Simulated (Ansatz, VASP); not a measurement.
**Cross-check of ZnSe (Stilleite) between VASP and Ansatz**

Aim: how closely do two programs agree when they are given the same cell, functional and k mesh? The cell is taken from a series of VASP runs on this material, whose earlier steps may have relaxed, scaled or displaced it; both programs get it as it stands. Valence electrons are named where the data sets of a main pair hold unlike numbers.

Calculated with Ansatz 0.2.0; plane waves, with VASP 6.6.1 beside it; band structure at PBE, single point at PBE and band structure at PBE, spin-orbit coupling.

### Step 1. Starting point

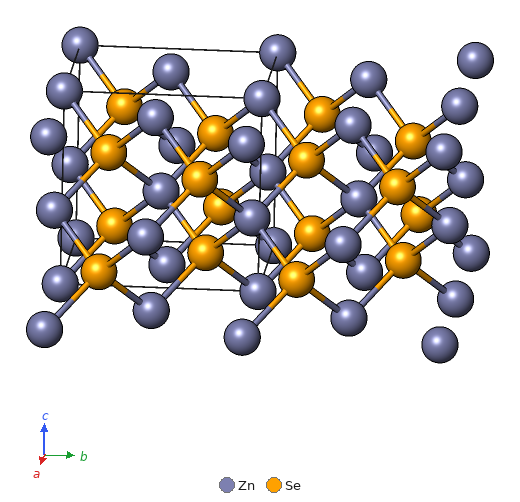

Start, viewed slightly off an axis; zinc blue, selenium orange. 2×2×1 cells are drawn. This picture shows the conventional cell, with its axes. Bonds to atoms that aren't drawn are left out. Some periodic images of atoms are drawn too.

### Step 2. Ansatz: band structure, PBE

Ansatz runs on its default PAW (the set named soft_2) files.

Levels along a path test the potential and the projectors away from the mesh points.

File input.yaml:

```yaml
crystal:
  lattice:
    - [0.0, 2.8675528976, 2.8675528976]
    - [2.8675528976, 0.0, 2.8675528976]
    - [2.8675528976, 2.8675528976, 0.0]
  atoms:
    - { symbol: Zn, position: [0.0, 0.0, 0.0] }
    - { symbol: Se, position: [0.25, 0.25, 0.25] }
hamiltonian:
  xc: pbe
  pseudopotentials: { kind: paw }
kpoints:
  mp_grid: { grid: [7, 7, 7] }
  band_path:
    path:
      - [0.0, 0.0, 0.0]
      - [0.16667, 0.0, 0.16667]
      - [0.33333, 0.0, 0.33333]
      - [0.5, 0.0, 0.5]
      - [0.5, 0.08333, 0.58333]
      - [0.5, 0.18333, 0.68333]
      - [0.5, 0.25, 0.75]
      - [0.45, 0.3, 0.75]
      - [0.40833, 0.34167, 0.75]
      - [0.35, 0.35, 0.7]
      - [0.225, 0.225, 0.45]
      - [0.075, 0.075, 0.15]
      - [0.03333, 0.03333, 0.03333]
      - [0.23333, 0.23333, 0.23333]
      - [0.4, 0.4, 0.4]
      - [0.51667, 0.46667, 0.51667]
      - [0.55833, 0.38333, 0.55833]
      - [0.60833, 0.28333, 0.60833]
      - [0.60833, 0.25, 0.64167]
      - [0.55833, 0.25, 0.69167]
      - [0.51667, 0.25, 0.73333]
      - [0.5, 0.3, 0.7]
      - [0.5, 0.38333, 0.61667]
      - [0.5, 0.48333, 0.51667]
      - [0.475, 0.475, 0.55]
      - [0.425, 0.425, 0.65]
      - [0.38333, 0.38333, 0.73333]
      - [0.59167, 0.18333, 0.59167]
      - [0.55, 0.1, 0.55]
      - [0.5, 0.0, 0.5]
    npoints: 1
scf:
  occupations: { method: gaussian, width: 0.05 }
  n_extra_bands: 7
output:
  forces: true
  stress: true
  eigenvalues: true
  write_density: true
  write_potential: true
  elf: true
  volumetric_format: npy
```

Run with:

```sh
$ ansatz run input.yaml --threads 2 --pin off --max-ram 4608MiB --backend cpu --events-out ev --progress --plain --runs-dir out
```

Numbers of over 12 decimals in the logs are rounded to 6 here.

Output:

```text
scf.n_extra_bands = 7 over 14 filled bands (N_el = 28.0): the run solves 21 bands
Engine: ansatz 0.2.0, x86_64-unknown-linux-gnu
Pseudopotentials: kind: paw
Pseudopotential: Zn, paw, valence charge 12, recommended cutoff 420 eV (normal), Zn.paw.azcp
Pseudopotential: Se, paw, valence charge 16, recommended cutoff 420 eV (normal), Se.paw.azcp
Functional definition: PBE
  parameter kappa = 0.804
  parameter beta = 0.066725
  exchange = pbe_x(kappa = kappa, mu = beta*pi^2/3)
  correlation = pbe_c(beta = beta)
Crystal: 2 atoms, lattice volume = 47.159 Å³
Basis set: ecut = 420 eV, 941 PW (Γ), exchange–correlation on 60×60×60 points (8 copies of the dense FFT grid, shifted against one another)
Bands: 21, of which v1, the nominal top of the filled ones, is band 14 counted from 1 (13 counted from 0)
Symmetry: 24 space group operations
Space group: F-43m (ITA 216), of the structure as read, at distance tolerance 3.6e-5 Å
k-points: 20 of 343 (time reversal used)
Non-local potential: Zn, projectors of the file, l = 0: 2, l = 1: 2, l = 2: 3, l = 3: 1
Non-local potential: Se, projectors of the file, l = 0: 2, l = 1: 2, l = 2: 3, l = 3: 1
PAW form: soft (Blöchl's): semilocal exchange-correlation on the pseudo side does not see the compensation charge
PAW one-centre angular grid: Zn, 590 points (default); XC on 64 Gauss nodes
PAW one-centre angular grid: Se, 590 points (default); XC on 64 Gauss nodes
Initial density: superposition of atomic densities (neutral atoms: chi_scale 0, normalization atom), corrected by the library's trained network
Initial wavefunctions: pseudopotential atomic-orbital guess
Functional: x = pbe(κ = 0.804, μ = 0.219515), c = pbe(β = 0.066725)
SCF iter   1: F=—  HF=-8789.535274 eV  |F-HF|=—  |Δ(HF+E_count)|=         —  Δρ=7.60e-4  dr2=4.50e-4  ethr=1.77e-3  ⟨swp⟩=6.0  Hψ=2094  notcnv=0
preconditioner: auto → none  [insulator: Δε(μ)=1.140 eV  Ē_g=14.220 eV  σ=0.050 eV  W_gap=1.00  n_scr=14 (ndim 8)  ℏωp=22.9 eV  f_vac=0.132  D(μ)=0.00/eV (n_scr^D=0)  ε∞_Penn≈3.6]
SCF iter   2: F=—  HF=-8789.535115 eV  |F-HF|=—  |Δ(HF+E_count)|=   1.60e-4  Δρ=4.68e-4  dr2=5.50e-5  ethr=1.61e-6  ⟨swp⟩=2.5  Hψ=724  notcnv=0  defer=15
SCF iter   3: F=—  HF=-8789.535127 eV  |F-HF|=—  |Δ(HF+E_count)|=   1.22e-5  Δρ=1.85e-4  dr2=1.10e-5  ethr=1.97e-7  ⟨swp⟩=2.0  Hψ=532  notcnv=0  defer=15
SCF iter   4: F=—  HF=-8789.535131 eV  |F-HF|=—  |Δ(HF+E_count)|=   4.05e-6  Δρ=7.48e-5  dr2=1.14e-6  ethr=3.93e-8  ⟨swp⟩=2.0  Hψ=532  notcnv=0  defer=15
iter 5 did not close the SCF: its close was put off for the readings that it lacked (scf_convergence_deferred on its scf_iter line)
SCF iter   5: F=-8789.535136 eV  HF=-8789.535136 eV  |F-HF|=4.00e-8  |Δ(HF+E_count)|=   5.03e-6  Δρ=1.05e-5  dr2=5.96e-8  ethr=4.06e-9  ⟨swp⟩=2.0  Hψ=555  notcnv=0  defer=15
SCF iter   6: F=-8789.535136 eV  HF=-8789.535136 eV  |F-HF|=1.61e-9  |Δ(HF+E_count)|=   8.47e-9  Δρ=3.84e-6  dr2=5.86e-9  ethr=2.13e-10  ⟨swp⟩=8.5  Hψ=2642  notcnv=0
SCF 1 converged in 6 iterations: F = -8789.535136 eV  dr2 = 5.86e-9
  greatest PAW one-centre occupation: 1.000 electrons in one spin orbital (limit 2), on the Se atom at site 1 (counted from 0), in its partial waves of l = 2
NSCF: frozen V_eff on 30 k-points
SCF converged after 6 iterations
Free energy (F): -8789.535136 eV
Harris-Foulkes:  -8789.535136 eV  (|F-HF|=1.61e-9)
Internal energy: -8789.535136 eV  (E = F + TS)
E sigma→0 (E₀):  -8789.535136 eV
Fermi energy:    6.876618 eV
--- Per-component energies (eV) ---
  E_band       = -392.086478
  E_kinetic    = 249.315542
  E_local      = -4444.143025  (includes V_loc(G=0)·N_el)
  E_nonlocal   = 18.712537
  E_hartree    = 2056.303355
  E_xc         = -241.011061
  E_vxc        = -149.631052  (∫ρ·V_xc dr)
  E_paw        = -3739.795912  (= ΣΔE_a)
  E_vpaw       = -178.942132  (= ΣTr[D̂ρ^β])
  E_aug_tail   = -0.000932  (compensation charges beyond the density's cutoff)
  E_ewald      = -2688.915640
  E_smearing   = -0.000000  (= −TS)
  E_closure    = -0.000000  (closes the sum)
  Σ components = -8789.535136   (vs F -8789.535136, Δ=0.00e0)
--- Forces (eV/Å), atoms counted from 1 ---
  atom   1  Zn     0.00000000    -0.00000000    -0.00000000
  atom   2  Se    -0.00000000     0.00000000     0.00000000
  max |Σ_I F_I| component: 2.04e-16 eV/Å
--- Stress (GPa, compression-positive) ---
       -0.063641       0.000000      -0.000000
       -0.000000      -0.063641       0.000000
       -0.000000       0.000000      -0.063641
  P = ⅓ Tr σ = -0.0636 GPa (-0.636 kbar)
--- Band table (eV; the first three rows and the last of 20) ---
  k-point 0: bands = [... 10 lower, 0.2223, 6.3017, 6.3017, 6.3017, 7.4491, 12.1205, 12.1205, 12.1205, ... 3 higher]
  k-point 1: bands = [... 10 lower, 0.2210, 4.7640, 6.1210, 6.1210, 8.5803, 12.0631, 12.4230, 12.4230, ... 3 higher]
  k-point 2: bands = [... 10 lower, 0.2246, 2.9124, 5.7668, 5.7668, 8.9526, 12.7715, 12.7715, 13.1652, ... 3 higher]
  k-point 19: bands = [... 10 lower, 0.4760, 1.7886, 3.4418, 4.2778, 10.8827, 12.1072, 13.5409, 14.5568, ... 3 higher]
```

The job ended after 1.4 s (2 threads of Intel Xeon 6975P-C (Granite Rapids), shared host; peak memory 0.39 GiB; 2.1 s of CPU time).

Reading the cycles: dr2 is the Hartree energy of the density residual (eV), the measure of convergence; HF is the Harris–Foulkes estimate of the energy, which meets the free energy F at convergence.

### Step 3. VASP: band structure, PBE

The same cell, functional, mesh and smearing now go to VASP, with its own data sets.

Lines of VASP's logs that name or quote its potential files are left out, and so is its time.

File INCAR:

```
SYSTEM = ZnSe
PREC = Accurate
ENCUT = 400
EDIFF = 1E-06
NELM = 100
ISMEAR = 0
SIGMA = 0.05
LREAL = .FALSE.
ALGO = Normal
GGA = PE
NBANDS = 21
LORBIT = 11
LWAVE = .FALSE.
LCHARG = .FALSE.
KPAR = 2
```

File POSCAR:

```
ZnSe
1.0
    0.0000000000      2.8675528976      2.8675528976
    2.8675528976      0.0000000000      2.8675528976
    2.8675528976      2.8675528976      0.0000000000
Zn Se
1 1
Direct
    0.0000000000      0.0000000000      0.0000000000
    0.2500000000      0.2500000000      0.2500000000
```

File KPOINTS:

```
Automatic mesh
0
Gamma
7 7 7
0 0 0
```

File KPOINTS_OPT:

```
Line mode
16
Line-mode
Reciprocal
  0.00000000   0.00000000   0.00000000 GAMMA
  0.50000000   0.00000000   0.50000000 X

  0.50000000   0.00000000   0.50000000 X
  0.50000000   0.25000000   0.75000000 W

  0.50000000   0.25000000   0.75000000 W
  0.37500000   0.37500000   0.75000000 K

  0.37500000   0.37500000   0.75000000 K
  0.00000000   0.00000000   0.00000000 GAMMA

  0.00000000   0.00000000   0.00000000 GAMMA
  0.50000000   0.50000000   0.50000000 L

  0.50000000   0.50000000   0.50000000 L
  0.62500000   0.25000000   0.62500000 U

  0.62500000   0.25000000   0.62500000 U
  0.50000000   0.25000000   0.75000000 W

  0.50000000   0.25000000   0.75000000 W
  0.50000000   0.50000000   0.50000000 L

  0.50000000   0.50000000   0.50000000 L
  0.37500000   0.37500000   0.75000000 K

  0.62500000   0.25000000   0.62500000 U
  0.50000000   0.00000000   0.50000000 X
```

PAW data sets: Zn and Se (PBE family, release 64).

Run with:

```sh
$ mpirun -np 2 vasp_std
```

Output:

```text
[banner, memory and clock lines left out]
running    2 mpi-ranks, on    1 nodes
 distrk:  each k-point on    1 cores,    2 groups
 distr:  one band on    1 cores,    1 groups

 POSCAR found type information on POSCAR ZnSe
 POSCAR found :  2 types and       2 ions
 LDA part: xc-table for (Slater+PW92), standard interpolation
 POSCAR, INCAR and KPOINTS ok, starting setup
 FFT: planning ... GRIDC
 FFT: planning ... GRID_SOFT
 FFT: planning ... GRID
 WAVECAR not read
 entering main loop
       N       E                     dE             d eps       ncg     rms          rms(c)
DAV:   1     0.967585827512E+02    0.96759E+02   -0.71186E+03   848   0.812E+02
DAV:   2     0.134871088986E+01   -0.95410E+02   -0.86156E+02   875   0.206E+02
DAV:   3    -0.623889936235E+01   -0.75876E+01   -0.75061E+01   991   0.565E+01
DAV:   4    -0.632004879178E+01   -0.81149E-01   -0.81111E-01   968   0.596E+00
DAV:   5    -0.632031592904E+01   -0.26714E-03   -0.26713E-03   980   0.338E-01    0.447E+00
DAV:   6    -0.604826470388E+01    0.27205E+00   -0.35549E-01  1097   0.175E+01    0.342E+00
DAV:   7    -0.602828849149E+01    0.19976E-01   -0.11325E-01   985   0.246E+00    0.147E+00
DAV:   8    -0.602803021536E+01    0.25828E-03   -0.38388E-03  1125   0.578E-01    0.430E-01
DAV:   9    -0.602828409857E+01   -0.25388E-03   -0.10945E-03   940   0.198E-01    0.681E-02
DAV:  10    -0.602839574913E+01   -0.11165E-03   -0.16957E-04   955   0.726E-02    0.229E-02
DAV:  11    -0.602838616290E+01    0.95862E-05   -0.25591E-05   990   0.342E-02    0.503E-03
DAV:  12    -0.602838738263E+01   -0.12197E-05   -0.41238E-06   940   0.964E-03    0.236E-03
DAV:  13    -0.602838756826E+01   -0.18563E-06   -0.24662E-07   820   0.370E-03
   1 F= -.60283876E+01 E0= -.60283876E+01  d E =-.945240E-19
 Start KPOINTS_OPT (optional k-point list driver)
k-point batch [1-20\160]
       N       E                     dE             ncg
DAV:   1     0.503354921190E+03   -0.59252E+04      845
DAV:   2    -0.134252766506E+04   -0.18459E+04      890
DAV:   3    -0.148956594042E+04   -0.14704E+03      956
DAV:   4    -0.149102448104E+04   -0.14585E+01     1023
DAV:   5    -0.149102881481E+04   -0.43338E-02      963
DAV:   6    -0.149102883834E+04   -0.23533E-04     1029
DAV:   7    -0.149102883850E+04   -0.15361E-06      779
[...]
k-point batch [141-160\160]
       N       E                     dE             ncg
DAV:   1     0.397397990884E+03   -0.10678E+05      840
DAV:   2    -0.144903152140E+04   -0.18464E+04      868
DAV:   3    -0.159285759353E+04   -0.14383E+03     1058
DAV:   4    -0.159428814851E+04   -0.14306E+01      955
DAV:   5    -0.159429262908E+04   -0.44806E-02      966
DAV:   6    -0.159429265538E+04   -0.26310E-04      963
DAV:   7    -0.159429265557E+04   -0.18731E-06      794
```

From OUTCAR (step 3):

```text
ion  position               nearest neighbor table
   1  0.000  0.000  0.000-   2 2.48   2 2.48   2 2.48   2 2.48
   2  0.250  0.250  0.250-   1 2.48   1 2.48   1 2.48   1 2.48

  LATTYP: Found a face centered cubic cell.
 ALAT       =     5.7351057952

 Subroutine GETGRP returns: Found 24 space group operations
 (whereof 24 operations were pure point group operations)

The static configuration has the point symmetry T_d .

 Found     20 irreducible k-points:

   k-points           NKPTS =     20   k-points in BZ     NKDIM =     20   number of bands    NBANDS=     21

   dimension x,y,z NGX =    28 NGY =   28 NGZ =   28
   dimension x,y,z NGXF=    56 NGYF=   56 NGZF=   56

   ENCUT  =  400.0 eV  29.40 Ry    5.42 a.u.   6.61  6.61  6.61*2*pi/ulx,y,z

   NELECT =      18.0000    total number of electrons

 k-points in reciprocal lattice and weights: Automatic mesh
   0.00000000  0.00000000  0.00000000       0.003
   0.14285714  0.00000000  0.00000000       0.023
   0.28571429  0.00000000  0.00000000       0.023
   0.42857143  0.00000000  0.00000000       0.023
   0.14285714  0.14285714  0.00000000       0.017
   0.28571429  0.14285714  0.00000000       0.070
   0.42857143  0.14285714  0.00000000       0.070
  -0.42857143  0.14285714  0.00000000       0.070
  -0.28571429  0.14285714  0.00000000       0.070
[...]
-0.42857143  0.42857143  0.14285714       0.070
  -0.28571429  0.42857143  0.14285714       0.070

 average (electrostatic) potential at core
       1 -37.3093       2 -56.1958

 E-fermi :   1.6149

 k-point     1 :       0.0000    0.0000    0.0000
  band No.  band energies     occupation
    ...
      5      -4.7676      2.00000
      6      -4.7676      2.00000
      7       1.3170      2.00000
      8       1.3170      2.00000
      9       1.3170      2.00000
     10       2.4635      0.00000
     11       7.1240      0.00000
     12       7.1240      0.00000
     13       7.1240      0.00000
     14      11.1056      0.00000
    ...

 k-point     2 :       0.1429    0.0000    0.0000
  band No.  band energies     occupation
    ...
      5      -4.7690      2.00000
      6      -4.7690      2.00000
      7      -0.2232      2.00000
      8       1.1360      2.00000
      9       1.1360      2.00000
     10       3.5951      0.00000
     11       7.0724      0.00000
     12       7.4266      0.00000
     13       7.4267      0.00000
     14      11.8455      0.00000
    ...

 k-point     3 :       0.2857    0.0000    0.0000
  band No.  band energies     occupation
    ...
      5      -4.7651      2.00000
      6      -4.7651      2.00000
      7      -2.0760      2.00000
      8       0.7816      2.00000
      9       0.7816      2.00000
     10       3.9639      0.00000
     11       7.7751      0.00000
     12       7.7751      0.00000
     13       8.1836      0.00000
     14      11.8105      0.00000
    ...

  Total       -0.0192054     -0.0192054     -0.0192054      0.0000000     -0.0000000      0.0000000
  in kB       -0.6524832     -0.6524832     -0.6524832      0.0000000     -0.0000000      0.0000000
  external PRESSURE =      -0.6524832 kB  Pullay stress =       0.0000000 kB

  energy-cutoff  :      400.00
  volume of cell :       47.16
      direct lattice vectors                 reciprocal lattice vectors
     0.000000000  2.867552898  2.867552898    -0.174364700  0.174364700  0.174364700
     2.867552898  0.000000000  2.867552898     0.174364700 -0.174364700  0.174364700
     2.867552898  2.867552898  0.000000000     0.174364700  0.174364700 -0.174364700

 POSITION                                       TOTAL-FORCE (eV/Angst)
 -----------------------------------------------------------------------------------
      0.00000      0.00000      0.00000        -0.000000      0.000000      0.000000
      1.43378      1.43378      1.43378         0.000000     -0.000000     -0.000000
 -----------------------------------------------------------------------------------
    total drift:                               -0.000002     -0.000002     -0.000001

  FREE ENERGIE OF THE ION-ELECTRON SYSTEM (eV)
  ---------------------------------------------------
  free  energy   TOTEN  =        -6.0283875683 eV

  energy  without entropy=       -6.0283875683  energy(sigma->0) =       -6.02838757

 total charge
# of ion       s       p       d       tot
------------------------------------------
    1        0.526   0.420   9.782  10.728
    2        1.438   2.409   0.027   3.874
--------------------------------------------------
tot          1.964   2.829   9.809  14.603

[... 3 further parts left out ...]
```

Spin-orbit coupling is off here; it would split degenerate levels, and it lifts a valence top of Se p states by about 0.1 eV.

### Step 4. Differences

Known differences besides the potentials themselves: the data sets hold 28 valence electrons in Ansatz (on its default PAW (the set named soft_2) files) and 18 in VASP; the cutoff is 420 eV in Ansatz and 400 eV in VASP; VASP leaves aspherical gradient terms in its spheres out (LASPH is not set), Ansatz keeps them. Total energies have different zeros and are not compared.

The two programs side by side:

| quantity | Ansatz | VASP | difference |
| --- | --- | --- | --- |
| pressure (GPa) | -0.06 | -0.07 | 0.00 |
| pressure without Ansatz's Pulay correction (GPa) | -0.11 | -0.07 | -0.05 |
| gap over the path points (eV) | 1.147 | 1.146 | +0.001 |

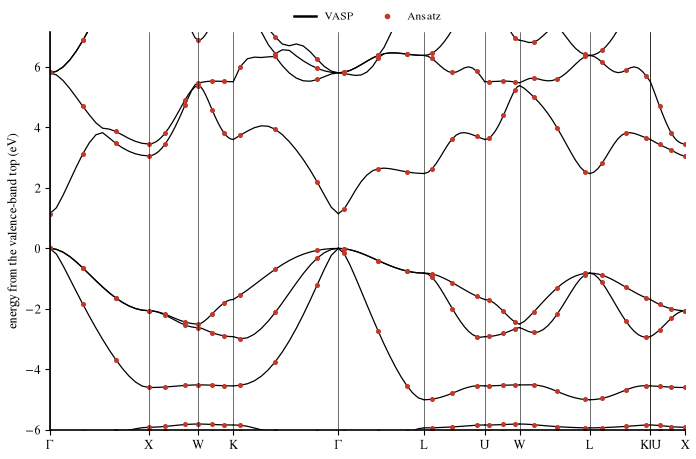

Bands from VASP (lines) and levels from Ansatz (dots). Dots without a line are higher empty bands that the VASP plot leaves out.

Levels at points of the path, from each program's valence-band top (eV; 4 filled, then empty):

| k (reciprocal lattice) | Ansatz | VASP |
| --- | --- | --- |
| 0.000 0.000 0.000 | -6.08 0.00 0.00 0.00 1.15 5.82 5.82 | -6.08 0.00 0.00 0.00 1.15 5.81 5.81 |
| 0.167 0.000 0.167 | -6.07 -1.84 -0.65 -0.65 3.12 4.71 6.88 | -6.07 -1.84 -0.65 -0.65 3.12 4.70 6.87 |
| 0.333 0.000 0.333 | -6.05 -3.68 -1.64 -1.64 3.48 3.87 8.78 | -6.05 -3.68 -1.64 -1.64 3.48 3.87 8.79 |
| 0.500 0.000 0.500 | -5.91 -4.60 -2.06 -2.06 3.07 3.46 10.47 | -5.92 -4.60 -2.06 -2.06 3.06 3.45 10.48 |
| 0.500 0.083 0.583 | -5.88 -4.58 -2.21 -2.18 3.47 3.83 9.77 | -5.89 -4.58 -2.21 -2.18 3.46 3.82 9.77 |
| 0.500 0.183 0.683 | -5.82 -4.53 -2.53 -2.43 4.75 4.92 7.81 | -5.83 -4.53 -2.53 -2.44 4.74 4.91 7.80 |
| 0.500 0.250 0.750 | -5.81 -4.51 -2.62 -2.50 5.39 5.48 6.89 | -5.81 -4.52 -2.62 -2.50 5.38 5.48 6.88 |
| 0.450 0.300 0.750 | -5.82 -4.52 -2.79 -2.16 4.58 5.53 7.49 | -5.82 -4.53 -2.79 -2.16 4.57 5.53 7.49 |
| 0.408 0.342 0.750 | -5.83 -4.54 -2.89 -1.80 3.83 5.52 8.41 | -5.84 -4.54 -2.89 -1.81 3.82 5.52 8.41 |
| 0.350 0.350 0.700 | -5.85 -4.52 -2.98 -1.54 3.75 6.01 8.63 | -5.85 -4.53 -2.99 -1.54 3.74 6.01 8.63 |

Among the levels compared at these points, filled levels agree within 5 meV and empty ones within 12 meV. Ansatz's pressure holds a Pulay correction of 0.05 GPa; VASP's holds none.

### Step 5. Ansatz: single point, PBE

A single point gives forces, pressure and levels at one fixed geometry, so differences don't come from the geometry; what else differs is listed under the comparison.

The cell is taken from a series of VASP runs on this material, whose earlier steps may have relaxed, scaled or displaced it; both programs get it as it stands.

input.yaml, the sections that differ from step 2:

```yaml
kpoints:
  mp_grid: { grid: [10, 10, 10] }
scf:
  occupations: { method: tetrahedron }
output:
  forces: true
  stress: true
# crystal, hamiltonian: as in step 2
```

Run with:

```sh
$ ansatz run input.yaml --threads 2 --pin off --max-ram 4608MiB --backend cpu --events-out ev --progress --plain --runs-dir out
```

Output:

```text
Warning: output.forces, output.stress, relax.cell or npt_langevin: where a Kohn–Sham band that disperses or a degenerate level is filled in part under the method tetrahedron, the forces or the stress that this run publishes need not agree with its energy (scf.occupations.method in the input reference, under Limitations); prefer a smearing scheme for the forces or the stress
[...]
--- Band table (eV; the first three rows and the last of 47) ---
  k-point 0: bands = [... 10 lower, 0.2227, 6.3003, 6.3003, 6.3003, 7.4485, 12.1202, 12.1202, 12.1202]
  k-point 1: bands = [... 10 lower, 0.2218, 5.3422, 6.2065, 6.2065, 8.2245, 12.0305, 12.2828, 12.2828]
  k-point 2: bands = [... 10 lower, 0.2215, 3.9918, 5.9808, 5.9808, 8.8702, 12.3240, 12.6113, 12.6113]
  k-point 46: bands = [... 10 lower, 0.4854, 1.7784, 3.7339, 3.8396, 11.2960, 11.3972, 13.7800, 14.3580]
[key lines of the parts left out:]
SCF converged after 5 iterations
Free energy (F): -8789.537001 eV
Fermi energy:    6.300346 eV
P = ⅓ Tr σ = -0.0675 GPa (-0.675 kbar)
```

The job ended after 1.1 s (2 threads; peak memory 0.41 GiB).

The run ends at a pressure of -0.07 GPa.

(Continued in part 2 of 2.)

[Lines on the potential files, build, host, timing and source positions are cut from VASP's logs without a mark.]

[Logs are printed without paths, hosts, clocks, repeated set-up lines and the standing remarks that a program may print on its own settings, such as how far it seeks lower states.]

[Hosts, paths, dates, database ids (printed as entryN), source tags and the programs' standing remarks are cut or masked in the printed files.]
